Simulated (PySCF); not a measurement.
Cd(I)2, CdI2, SMILES [I][Cd][I] at its B3LYP/def2-SVP optimised geometry (Å):

```
3

Cd    -0.0001    -0.0131     0.0000
I      2.6184    -0.0131     0.0000
I     -2.6184     0.0131    -0.0068
```

Computed with B3LYP/def2-TZVP, def2 effective core potentials past Kr (PySCF). The core electrons that the potentials of Cd, I replace are not part of the density. Cells within 0.4 Å of a nucleus heavier than hydrogen are left out (blank, or x).

Map of the electron localisation function on the plane z = 0.0 Å:

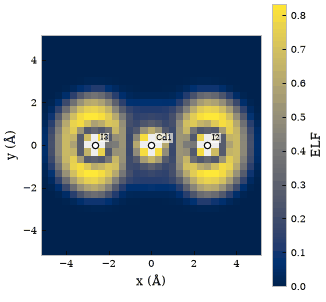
*Electron localisation function on the plane z = 0.0 Å.*
